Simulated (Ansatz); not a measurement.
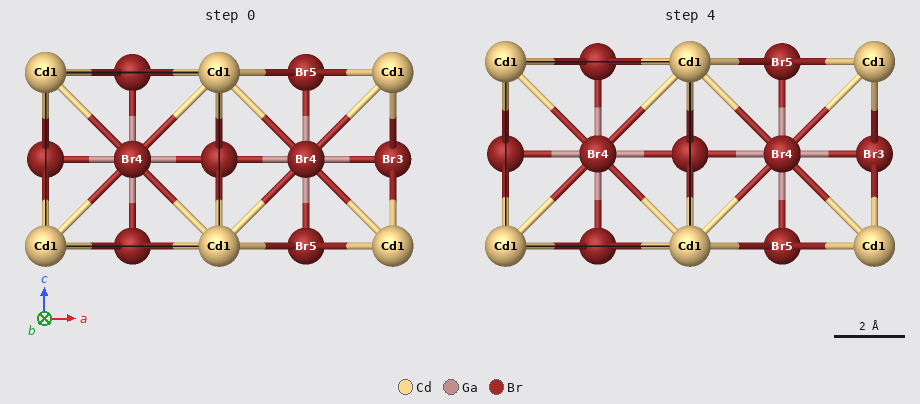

The structure of crystalline CdGaBr3 (built on the cubic perovskite type) (coarse preliminary run) before (left) and after (right) a relaxation, at one scale.

Style: ball-and-stick. Shown: the cell of the calculation, repeated 2 × 1 × 1 with one cell outlined, along the b axis.

Case: cubic perovskite type (Pm-3m, No. 221).

Theory: DFT PBE, scalar-relativistic, plane waves, PAW in Ansatz.

Input file:
```yaml
crystal:
  lattice:
    - [4.9812413491, 0.0, 0.0]
    - [0.0, 4.9812413491, 0.0]
    - [0.0, 0.0, 4.9812413491]
  atoms:
    - { symbol: Cd, position: [0.0, 0.0, 0.0] }
    - { symbol: Ga, position: [0.5, 0.5, 0.5] }
    - { symbol: Br, position: [0.0, 0.5, 0.5] }
    - { symbol: Br, position: [0.5, 0.0, 0.5] }
    - { symbol: Br, position: [0.5, 0.5, 0.0] }
basis:
  ecutwfc: 420
kpoints:
  mp_grid: { grid: [4, 4, 4] }
hamiltonian:
  xc: pbe
scf:
  occupations: { method: gaussian, width: 0.1 }
  lower_state_search: "off"
output:
  forces: true
  stress: true
  eigenvalues: true
relax:
  adjacent_minimum: "off"
  f_tol: 0.04
  max_steps: 70
  cell: { stress_tol: 0.4 }
```

Launched with:
```bash
ansatz run input.yaml --threads 1 --pin off --max-ram 2560MiB --backend cpu --events-out ev --progress --plain --runs-dir out
```

Question: Describe what moved and what it gained.

Answer: After 3 accepted moves (4 points after the start) the energy has fallen by 0.491 eV per cell of the calculation. All forces vanish by symmetry, so only the cell relaxes. The pressure goes from 7.57 to 0.04 GPa. At 1 point the geometry stayed and the basis and grid were re-selected for the new cell (energy shift of 3.5 meV per cell of the calculation at most each time). No atom moves by more than 0.005 Å relative to the cell. The drawn cell changes as follows: a = b = c 4.981 → 5.292 Å (+6.2 %); the volume changes by +19.9 %. Among the contacts that change: Cd1–Br3 3.522 → 3.742 Å, Ga2–Br3 2.491 → 2.646 Å. The space group stays Pm-3m (No. 221). Cost: 21 s on 1 thread of Arm Neoverse V1, with other jobs on the host, peak memory 0.39 GiB.
